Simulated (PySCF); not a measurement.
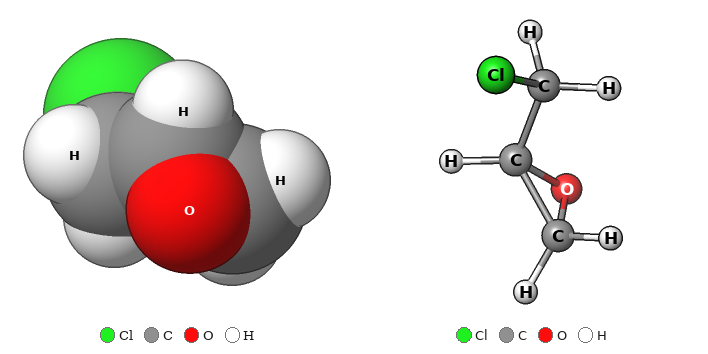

Two views of one molecule.

> Which formula does it have?

C₃H₅ClO, 10 atoms: 3 carbon, 5 hydrogen, 1 chlorine and 1 oxygen.

> How many atoms are distinct by symmetry?

10: 1 Cl, 1 C, 1 C, 1 C, 1 O, 1 H, 1 H, 1 H, 1 H, 1 H.

> Give the symmetry (Schoenflies symbol).

C1.

> Does it have rings?

Independent rings (smallest set): 1 of 3 members.

The parts below concern this one geometry. Atoms keep their numbers from picture to picture. The geometry was computed by an optimisation with PBE0-D3(BJ)/def2-SVP. No frequency run is at hand to confirm it as a minimum.

### Electronic properties

No frequency run is at hand to confirm it as a minimum. Properties computed with CAM-B3LYP/def2-SVPD, gas phase (PySCF 2.14.0). Excitations: vertical, linear response.

What does the calculation give?

- dipole moment: 0.52 D
- HOMO energy (Kohn–Sham orbital): −9.75 eV
- LUMO energy (Kohn–Sham orbital): 1.23 eV
- HOMO–LUMO gap: 10.98 eV
- mean static polarisability: 53.0 bohr³
- lowest vertical singlet excitation: 7.37 eV
- its oscillator strength: 0.007
- brightest of the 10 lowest singlets: 8.67 eV
- its oscillator strength: 0.06

### Core levels

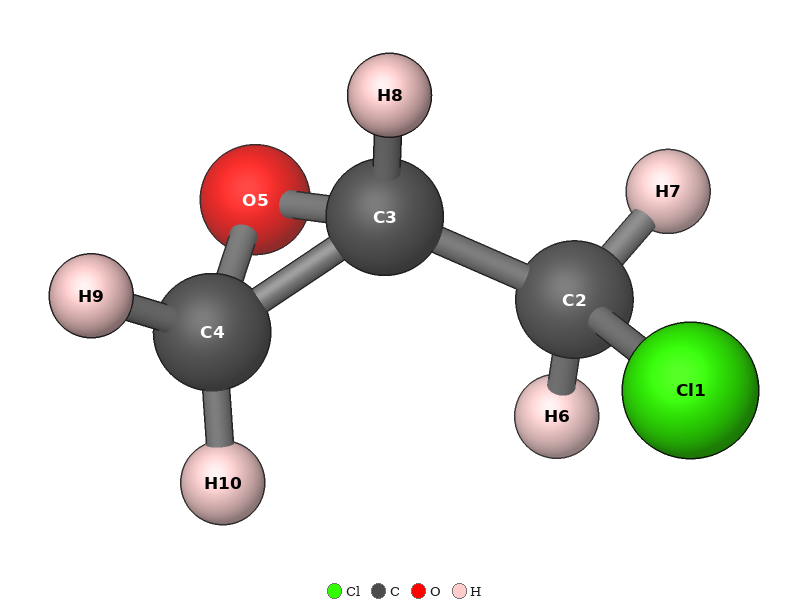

No frequency run is at hand to confirm it as a minimum. Level of theory: delta-SCF UKS SCAN, pcX-2 on the ionised atom, pcseg-1 elsewhere, spin-free X2C (PySCF 2.14.0).

Give the core-electron binding energies (to vacuum; p and d levels without spin–orbit splitting) of Cl1 1s, Cl1 2p, C2 1s, C3 1s, C4 1s, O5 1s.

```tsv
atom	level	binding energy (eV)
Cl1	1s	2828.8
Cl1	2p	206.7
C2	1s	292.7
C3	1s	292.8
C4	1s	292.6
O5	1s	538.9
```

### Bond orders

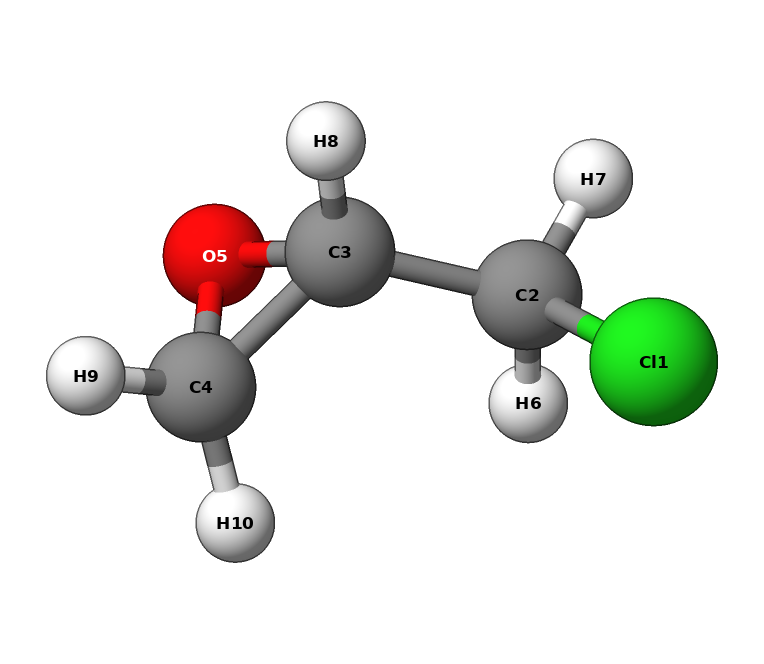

Every bond is drawn as one stick. No frequency run is at hand to confirm it as a minimum. Level of theory: PBE0/pcSseg-1 (PySCF 2.14.0).

List the Mayer bond orders of Cl1–C2, C2–C3, C2–H6, C2–H7, C3–C4, C3–O5, C3–H8, C4–O5, C4–H9, C4–H10.

| bond | Mayer order | length (Å) |
| --- | --- | --- |
| Cl1–C2 | 0.99 | 1.785 |
| C2–C3 | 1.00 | 1.500 |
| C2–H6 | 0.93 | 1.098 |
| C2–H7 | 0.93 | 1.099 |
| C3–C4 | 1.02 | 1.461 |
| C3–O5 | 0.91 | 1.409 |
| C3–H8 | 0.94 | 1.099 |
| C4–O5 | 0.93 | 1.412 |
| C4–H9 | 0.94 | 1.097 |
| C4–H10 | 0.94 | 1.098 |
